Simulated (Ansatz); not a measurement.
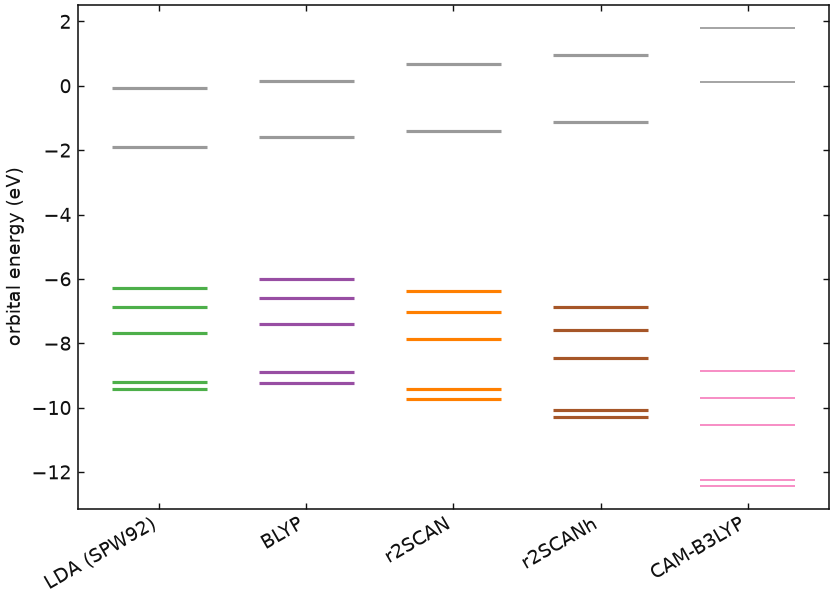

Frontier orbital energies of CH₄FNOSi, SMILES N[C@]1(F)O[SiH2]1 at one geometry, def2-TZVPP, the Ansatz code 0.2.0, at a PBE0-D4/def2-TZVP geometry (a minimum by its frequencies). Empty levels are grey, levels within 0.1 eV stand side by side; all columns show the same few orbitals around the gap.

> Compare the HOMO-LUMO separations.

The separation grows from 4.38 eV (LDA (SPW92)) to 8.97 eV (CAM-B3LYP).

```
      level  HOMO (eV)  LUMO (eV)  separation (eV)
LDA (SPW92)      −6.27      −1.89             4.38
       BLYP      −6.00      −1.59             4.41
     r2SCAN      −6.37      −1.40             4.97
    r2SCANh      −6.87      −1.11             5.76
  CAM-B3LYP      −8.85       0.12             8.97
```

Limits of at least one run: empty levels above zero depend strongly on the basis.
